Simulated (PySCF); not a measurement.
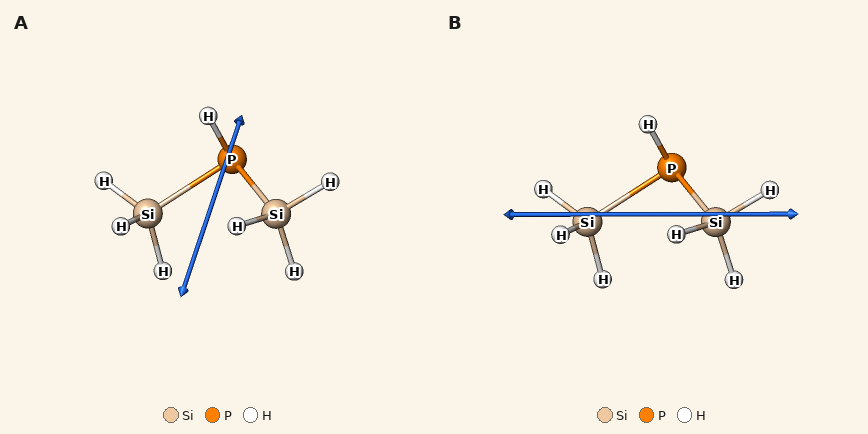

The double arrows show the directions of two transition dipoles from the ground state (lengths mean nothing). The geometry was computed by an optimisation with PBE0-D3(BJ)/def2-SVP. No frequency run is at hand to confirm it as a minimum. Method: TDDFT B3LYP/def2-SVPD, vertical, gas phase, core orbitals frozen in the response (PySCF 2.14.0).

Question: One belongs to singlet state 3 and one to singlet state 4. Which is which?

Answer: A: state 4, 6.42 eV (193 nm), oscillator strength 0.044, mainly HOMO → LUMO+3 (weight 0.80).
B: state 3, 6.34 eV (196 nm), oscillator strength 0.066, mainly HOMO → LUMO+2 (weight 0.89).
